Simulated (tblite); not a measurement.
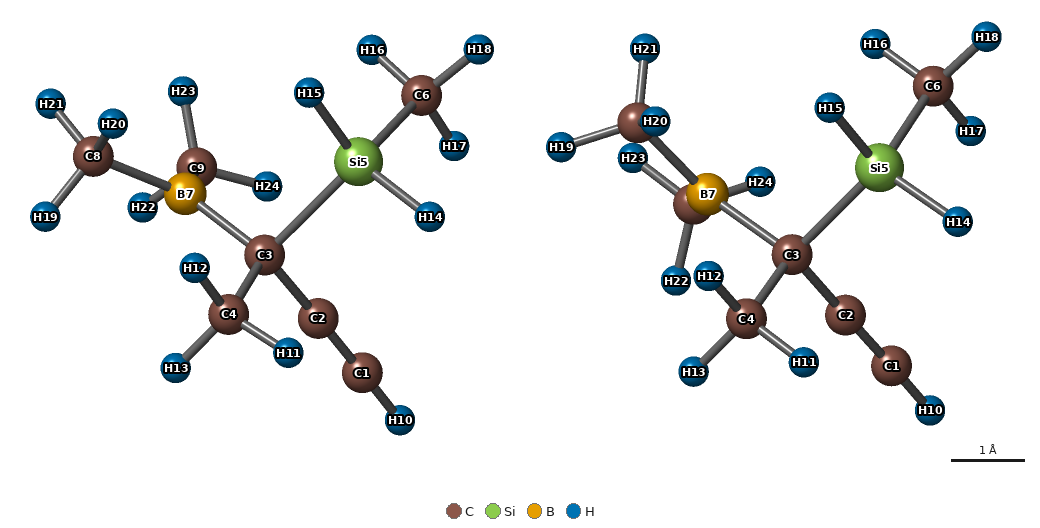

Two geometries of C7H15BSi, drawn at one scale. One is the start of a relaxation, the other its converged end. The picture is a ball-and-stick view, seen at a tilt.

Method: GFN2-xTB geometry optimisation, gas phase (tblite). 

Question: Which of the two is the end point?

Answer: The left one is the relaxed one. After 190 geometry steps the energy has fallen by 0.302 eV. H23 moves most after the best rigid fit: 1.35 Å. By element the largest moves are H 1.35 Å, C 0.60 Å, Si 0.15 Å, B 0.04 Å. Some distances before and after: C3–Si5 1.873 → 1.944 Å, C3–B7 1.631 → 1.573 Å, C4–H13 1.126 → 1.089 Å, C4–H11 1.115 → 1.089 Å. Bond angles that change, for instance: C4–C3–B7 109.7° → 115.6°, B7–C8–H21 109.3° → 113.5°, Si5–C3–B7 109.4° → 105.6°. Groups turn about B7–C9 by about 50°, B7–C8 by about 50°, C3–B7 by about 30°. The run took 3.2 s on 1 thread of Arm Neoverse N1 (shared host).
